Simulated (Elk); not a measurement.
# Collinear magnetic orders of Cr with Elk, part 2 of 2

A self-consistent run ends on one state, which hangs on the start. Several orders of Cr are started in Elk and their energies compared.

Elk 11.2.3 (patched build); PBEsol; all-electron APW+lo, Dirac cores, scalar-relativistic bands.

So far. Step 2 (Order 1, typed as ferro ++): After 39 cycles the seed has died away: no moment is left.

## 3. Order 2, typed as antiferro +-

Reversing part of the moments tests the sign of the couplings between them.

Input file elk.in:

```
tasks
  0

xctype
  22

rgkmax
  7.0

nempty
  14

swidth
  0.005

reducebf
  0.5

epsengy
  1e-05

maxscl
  100

lmaxi
  2

spinpol
  .true.

sppath
  './'

avec
  5.61040667272 0.00000000000 0.00000000000
  0.00000000000 5.61040667272 0.00000000000
  0.00000000000 0.00000000000 5.61040667272

atoms
  1
  'Cr.in'
  2
  0.0000000000 0.0000000000 0.0000000000   0.000000 0.000000 -0.075000
  0.5000000000 0.5000000000 0.5000000000   0.000000 0.000000 0.075000

ngridk
  8 8 8
```

The run is started by

```
$ OMP_NUM_THREADS=2 elk
```

Numbers of over 12 decimals in the logs are rounded to 6 here.

What it wrote:

```text
┌─────────────────────────┐
│ Elk code version 11.2.3 │
└─────────────────────────┘

All units are atomic (Hartree, Bohr, etc.)

┌─────────────────────────────────────────────────┐
│ Ground-state run starting from atomic densities │
└─────────────────────────────────────────────────┘

Lattice vectors :
   5.610406673       0.000000000       0.000000000
   0.000000000       5.610406673       0.000000000
   0.000000000       0.000000000       5.610406673

Species : 1 (Cr)
 parameters loaded from : Cr.in
 name : chromium
 nuclear charge    :   -24.00000000
 electronic charge :    24.00000000
 atomic mass :    94783.09202
 muffin-tin radius :    2.400000000
 number of radial points in muffin-tin :    993
 inner part over the whole radius :   0.9857795597E-02
 number on inner part of muffin-tin    :    699
 approximate nuclear radius :   0.6987106690E-04
 number of mesh points to nuclear radius :    328
 atomic positions (lattice), magnetic fields (Cartesian) :
  1 :   0.00000000  0.00000000  0.00000000    0.00000000  0.00000000 -0.07500000
  2 :   0.50000000  0.50000000  0.50000000    0.00000000  0.00000000  0.07500000

Total number of atoms per unit cell :    2
Total muffin-tin volume :    115.8116716
 ratio of muffin-tin to unit cell volume :   0.6557968146

Spin treatment :
 spin-polarised
 global magnetic field (Cartesian) :    0.000000000       0.000000000       0.000000000
 collinear magnetisation in z-direction

Number of Bravais lattice symmetries :   48
Number of crystal symmetries         :   96
Crystal has inversion symmetry
Real symmetric eigensolver will be used

k-point grid :      8     8     8
k-point offset :    0.000000000       0.000000000       0.000000000
k-point set is reduced with full crystal symmetry group
Total number of k-points :       35

Muffin-tin radius times maximum |G+k| :    7.000000000
 using average radius
Maximum |G+k| for APW functions       :    2.916666667
Maximum (1/2)|G+k|²                   :    4.253472222
Maximum |G| for potential and density :    12.00000000
Constant for pseudocharge density :    7
 order of it for each species :   14
 order of it for pair densities of each species (exact exchange by exxq0 0: 14) :   10
Radial integration step length :    1

G-vector grid sizes :     24    24    24
Number of G-vectors :     5137

Maximum angular momentum used for
 APW functions            :    8
 outer part of muffin-tin :    6
 inner part of muffin-tin :    2

Number of empty states         :     28
Total number of valence states :     86
Total number of core states    :     20

Third-order local-orbitals added for an l without core states : T
Total number of local-orbitals :     46

Exchange-correlation functional :     22     0     0
 PBEsol, Phys. Rev. Lett. 100, 136406 (2008)
 gradient requirement :    1
 generalised gradient approximation (GGA)

Smearing type :    3
 Fermi-Dirac
Smearing width :   0.5000000000E-02
Effective electronic temperature (K) :    1578.875124

Mixing type :    3
 Broyden mixing, J. Phys. A: Math. Gen. 17, L317 (1984)

Kohn-Sham potential initialised from atomic data

┌──────────────────────────────┐
│ Self-consistent loop started │
└──────────────────────────────┘

┌─────────────────┐
│ Loop number : 1 │
└─────────────────┘

Energies :
 Fermi                       :     0.284744
 sum of occupied eigenvalues :     -1221.1540670443
 electron kinetic            :      2112.2382325443
 core electron kinetic       :      1923.0867833311
 Coulomb                     :     -4117.5681307604
 Coulomb potential           :     -3225.4287400419
 nuclear-nuclear             :     -373.62683113473
 electron-nuclear            :     -4277.1491043193
 Hartree                     :      533.20780469356
 Madelung                    :     -2504.8537607395
 xc potential                :     -107.84116403469
 xc effective B-field        :    -0.82627735251784E-01
 external B-field            :      0.000000
 exchange                    :     -91.934827373587
 correlation                 :     -2.471770
 electron entropic           :    -0.11106333062064E-02
 total energy                :     -2099.7376066783
 (external B-field energy excluded from total)

Density of states at Fermi energy :    12.19174434
 (states/Hartree/unit cell)

Estimated indirect band gap :   0.9971832273E-02
 from k-point 7 to k-point 9
Estimated direct band gap   :   0.1196619797E-01
 at k-point 4

Charges :
 core                        :    20.00000000
 valence                     :    28.00000000
 interstitial                :    2.826828511
 muffin-tins (core leakage)
  species : 1 (Cr)
   atom 1                    :    22.58658574     ( -0.2234867420E-06)
   atom 2                    :    22.58658574     ( -0.2234867420E-06)
 total in muffin-tins        :    45.17317149
 total calculated charge     :    47.99978074
 total charge                :    48.00000000
 error                       :   0.2192601920E-03

Moments :
 interstitial                :   0.2825445913E-16
 muffin-tins
  species : 1 (Cr)
   atom 1                    :    1.495318133
   atom 2                    :   -1.495318133
 total in muffin-tins        :    0.000000000
 total moment                :   0.2825445913E-16

[... earlier loops left out ...]

┌──────────────────┐
│ Loop number : 20 │
└──────────────────┘

Energies :
 Fermi                       :     0.319225
 sum of occupied eigenvalues :     -1222.0082764326
 electron kinetic            :      2123.1494550623
 core electron kinetic       :      1922.8467388776
 Coulomb                     :     -4127.4217723992
 Coulomb potential           :     -3220.3008345009
 nuclear-nuclear             :     -373.62683113473
 electron-nuclear            :     -4302.2422676678
 Hartree                     :      548.44732640338
 Madelung                    :     -2517.2713551487
 xc potential                :     -124.76429530568
 xc effective B-field        :    -0.92601717076361E-01
 external B-field            :      0.000000
 exchange                    :     -92.919447845016
 correlation                 :     -2.473258
 electron entropic           :    -0.19208481903963E-02
 total energy                :     -2099.6669438520
 (external B-field energy excluded from total)

Density of states at Fermi energy :    20.72143019
 (states/Hartree/unit cell)

Estimated indirect band gap :   0.5075861102E-02
 from k-point 14 to k-point 8
Estimated direct band gap   :   0.1981151930E-01
 at k-point 5

Charges :
 core                        :    20.00000000
 valence                     :    28.00000000
 interstitial                :    2.288692269
 muffin-tins (core leakage)
  species : 1 (Cr)
   atom 1                    :    22.85565387     ( -0.2234882874E-06)
   atom 2                    :    22.85565387     ( -0.2234882874E-06)
 total in muffin-tins        :    45.71130773
 total calculated charge     :    47.99977765
 total charge                :    48.00000000
 error                       :   0.2223457082E-03

Moments :
 interstitial                :  -0.2684550686E-16
 muffin-tins
  species : 1 (Cr)
   atom 1                    :    1.584399111
   atom 2                    :   -1.584399111
 total in muffin-tins        :    0.000000000
 total moment                :  -0.2684550686E-16

┌──────────────────────────────┐
│ Self-consistent loop stopped │
└──────────────────────────────┘

Wrote STATE.OUT
```

Run time: 65 s. Hardware: 2 threads of Arm Neoverse V1, shared host; peak memory 0.14 GiB.

Spin moment in the muffin-tin sphere by atom:

```csv
atom,spin moment in the muffin-tin sphere (μB)
Cr1,1.58
Cr2,-1.58
```

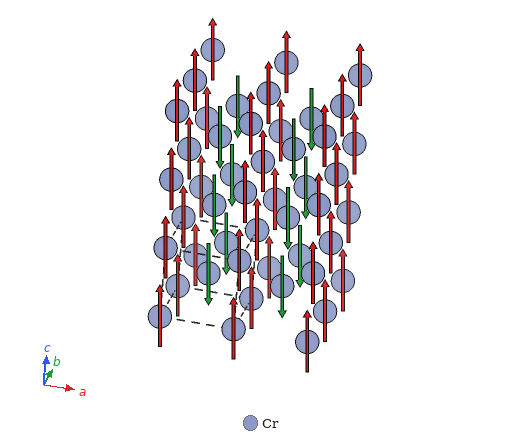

Spin moment in the muffin-tin sphere as arrows, the longest 1.58 μB. Up and down stand for the sign. Arrows give size and sign along the axis of quantisation, drawn up and down the page. The two directions have two colours. 2×2×3 cells are drawn. Some periodic images of atoms are drawn too.

This step gave:

```yaml
density_of_states_at_the_fermi_level: 0.7615 states/eV/cell
moment_between_the_spheres: 0 μB
magnetization: 0 μB
final_state: antiferromagnetic
```

It lies 45.2 meV a seeded atom under the first start, and its largest moment is 1.58 μB against 9.9e-7 μB.

## 4. Run 3 (antiferro q=(1/2,1/2,1/2) +-+-)

Reversing part of the moments tests the sign of the couplings between them.

This order needs a doubled cell of 4 atoms. Its mesh is chosen so that both cells sample the same points.

Input file elk.in:

```
tasks
  0

xctype
  22

rgkmax
  7.0

nempty
  14

swidth
  0.005

reducebf
  0.5

epsengy
  1e-05

maxscl
  100

lmaxi
  2

spinpol
  .true.

sppath
  './'

avec
  11.22081334543 0.00000000000 0.00000000000
  5.61040667272 5.61040667272 0.00000000000
  5.61040667272 0.00000000000 5.61040667272

atoms
  1
  'Cr.in'
  4
  0.0000000000 0.0000000000 0.0000000000   0.000000 0.000000 -0.075000
  0.5000000000 0.0000000000 0.0000000000   0.000000 0.000000 0.075000
  0.7500000000 0.5000000000 0.5000000000   0.000000 0.000000 -0.075000
  0.2500000000 0.5000000000 0.5000000000   0.000000 0.000000 0.075000

ngridk
  4 8 8
```

The run is started by

```
$ OMP_NUM_THREADS=2 elk
```

What it wrote:

```text
Info(gndstate): no moment of its own; a second start begins; STATE.OUT holds the state before
Info(gndstate): the second start gave no lower state; one of another order, or behind a
 stronger field, isn't excluded

--- INFO.OUT ---
┌─────────────────────────┐
│ Elk code version 11.2.3 │
└─────────────────────────┘

All units are atomic (Hartree, Bohr, etc.)

┌─────────────────────────────────────────────────┐
│ Ground-state run starting from atomic densities │
└─────────────────────────────────────────────────┘

Lattice vectors :
[...]
total calculated charge     :    95.99921950
 total charge                :    96.00000000
 error                       :   0.7805001182E-03

Moments :
 interstitial                :  -0.5319120096E-22
 muffin-tins
  species : 1 (Cr)
   atom 1                    :   0.1224009478E-04
   atom 2                    :  -0.1224009478E-04
   atom 3                    :   0.1224009478E-04
   atom 4                    :  -0.1224009478E-04
 total in muffin-tins        :    0.000000000
 total moment                :  -0.5319120096E-22

┌──────────────────────────────┐
│ Self-consistent loop stopped │
└──────────────────────────────┘

Wrote STATE.OUT

[key lines of the parts left out:]
total energy                :     -4199.3272380376
```

Wall time 6 min (2 threads); peak memory 0.27 GiB; 12 min of CPU time.

The moments died away, and this build then starts once more from a stronger push, within the same count of loops. That gave no lower state.

The spin moment in the muffin-tin sphere vanishes on all atoms.

This step gave:

```
final state : non-magnetic
```

It ends in the same state without moments as the first start; the 0.040 meV between them is numerical noise.

## 5. Start 4: antiferro q=(0,0,1/2) +-+-

Another pattern of signs weighs the neighbour shells otherwise.

The cell is doubled to 4 atoms to hold this order. Its mesh is chosen so that both cells sample the same points.

Input file elk.in:

```
tasks
  0

xctype
  22

rgkmax
  7.0

nempty
  14

swidth
  0.005

reducebf
  0.5

epsengy
  1e-05

maxscl
  100

lmaxi
  2

spinpol
  .true.

sppath
  './'

avec
  5.61040667272 0.00000000000 0.00000000000
  0.00000000000 5.61040667272 0.00000000000
  0.00000000000 0.00000000000 11.22081334543

atoms
  1
  'Cr.in'
  4
  0.0000000000 0.0000000000 0.0000000000   0.000000 0.000000 -0.075000
  0.0000000000 0.0000000000 0.5000000000   0.000000 0.000000 0.075000
  0.5000000000 0.5000000000 0.2500000000   0.000000 0.000000 -0.075000
  0.5000000000 0.5000000000 0.7500000000   0.000000 0.000000 0.075000

ngridk
  8 8 4
```

The run is started by

```
$ OMP_NUM_THREADS=2 elk
```

What it wrote:

```text
Info(gndstate): no moment of its own; a second start begins; STATE.OUT holds the state before
Info(gndstate): the second start gave no lower state; one of another order, or behind a
 stronger field, isn't excluded

--- INFO.OUT ---
┌─────────────────────────┐
│ Elk code version 11.2.3 │
└─────────────────────────┘

All units are atomic (Hartree, Bohr, etc.)

┌─────────────────────────────────────────────────┐
│ Ground-state run starting from atomic densities │
└─────────────────────────────────────────────────┘

Lattice vectors :
[...]
total calculated charge     :    95.99997867
 total charge                :    96.00000000
 error                       :   0.2132694208E-04

Moments :
 interstitial                :   0.1922058293E-21
 muffin-tins
  species : 1 (Cr)
   atom 1                    :   0.1192073679E-04
   atom 2                    :  -0.1192073679E-04
   atom 3                    :   0.1192073679E-04
   atom 4                    :  -0.1192073679E-04
 total in muffin-tins        :    0.000000000
 total moment                :   0.1922058293E-21

┌──────────────────────────────┐
│ Self-consistent loop stopped │
└──────────────────────────────┘

Wrote STATE.OUT

[key lines of the parts left out:]
total energy                :     -4199.3272447149
```

It took 14 min on 2 threads; peak memory 0.29 GiB; 28 min of CPU time.

The moments died away, and this build then starts once more from a stronger push, within the same count of loops. That gave no lower state.

This step gave:

* final state: non-magnetic

It ends in the same state without moments as the first start; the 0.0051 meV between them is numerical noise.

## 6. Start 5: no spin polarisation

A run without seeds gives the energy of the state without moments.

Input file elk.in:

```
tasks
  0

xctype
  22

rgkmax
  7.0

nempty
  14

swidth
  0.005

epsengy
  1e-05

maxscl
  100

lmaxi
  2

sppath
  './'

avec
  5.61040667272 0.00000000000 0.00000000000
  0.00000000000 5.61040667272 0.00000000000
  0.00000000000 0.00000000000 5.61040667272

atoms
  1
  'Cr.in'
  2
  0.0000000000 0.0000000000 0.0000000000   0.000000 0.000000 0.000000
  0.5000000000 0.5000000000 0.5000000000   0.000000 0.000000 0.000000

ngridk
  8 8 8
```

The run is started by

```
$ OMP_NUM_THREADS=2 elk
```

What it wrote:

```text
┌─────────────────────────┐
│ Elk code version 11.2.3 │
└─────────────────────────┘

All units are atomic (Hartree, Bohr, etc.)

┌─────────────────────────────────────────────────┐
│ Ground-state run starting from atomic densities │
└─────────────────────────────────────────────────┘

Lattice vectors :
   5.610406673       0.000000000       0.000000000
   0.000000000       5.610406673       0.000000000
   0.000000000       0.000000000       5.610406673

Species : 1 (Cr)
 muffin-tin radius :    2.400000000
[...]
at k-point 8

Charges :
 core                        :    20.00000000
 valence                     :    28.00000000
 interstitial                :    2.307699981
 muffin-tins (core leakage)
  species : 1 (Cr)
   atom 1                    :    22.84615001     ( -0.2234887475E-06)
   atom 2                    :    22.84615001     ( -0.2234887475E-06)
 total in muffin-tins        :    45.69230002
 total calculated charge     :    47.99981551
 total charge                :    48.00000000
 error                       :   0.1844869697E-03

┌──────────────────────────────┐
│ Self-consistent loop stopped │
└──────────────────────────────┘

Wrote STATE.OUT

[key lines of the parts left out:]
total energy                :     -2099.6636219734
```

Wall time 9.4 s (2 threads); peak memory 0.06 GiB.

Read from the output:

```
density of states at the Fermi level : 1.659 states/eV/cell
final state                          : non-magnetic (no spin polarisation)
```

It ends in the same state without moments as the first start; the 1.5e-4 meV between them is numerical noise.

## 7. Energies of the orders

These are free energies at a smearing of 0.136 eV, so its entropy term is in the differences. They are divided by the number of seeded atoms, so that cells of unlike size compare. Wavevectors q in the names are fractions of the reciprocal vectors of the first run's cell.

Orders:

```csv
start,final state,typed order kept,energy over the lowest (meV a seeded atom),largest sphere moment (μB),net moment (μB a primitive cell),DOS at the Fermi level (states/eV a primitive cell),mesh matched,CPU time (s)
ferro ++,non-magnetic,no,45.2,0,0,1.659,yes,242.4
antiferro +-,antiferromagnetic,yes,0,1.584,0,0.7615,yes,126.4
"antiferro q=(1/2,1/2,1/2) +-+-",non-magnetic,no,45.24,0,0,1.659,yes,690.6
"antiferro q=(0,0,1/2) +-+-",non-magnetic,no,45.19,0,0,1.659,yes,1696
no spin polarisation,non-magnetic,-,45.2,0,0,1.659,yes,16.92
```

## 8. Summary of results

```json
{"lowest state found": "antiferromagnetic (typed antiferro +-)", "largest site moment": "1.58 μB", "next state": "non-magnetic, 45.2 meV a seeded atom higher", "energy gained by spin polarisation": "45.2 meV a seeded atom"}
```

What this shows: The lowest state found is antiferromagnetic, reached from the start antiferro +-, with moments up to 1.58 μB. 3 starts left the typed pattern (a sign turned or a seeded moment died), so such an energy belongs to the state reached, not the one typed. This is the lowest of 5 finished starts, no proof of the ground state.

[Logs and program files are shortened in this print: banners, set-up blocks, solver, clock and traceback lines can be left out without a mark of their own.]

[Logs are printed without paths, hosts, clocks, repeated set-up lines and the standing remarks that a program may print on its own settings, such as how far it seeks lower states.]

[Hosts, paths, dates, database ids (printed as entryN), source tags and the programs' standing remarks are cut or masked in the printed files.]

[Where a cell is said to come from a database of computed structures, the database is the Materials Project.]
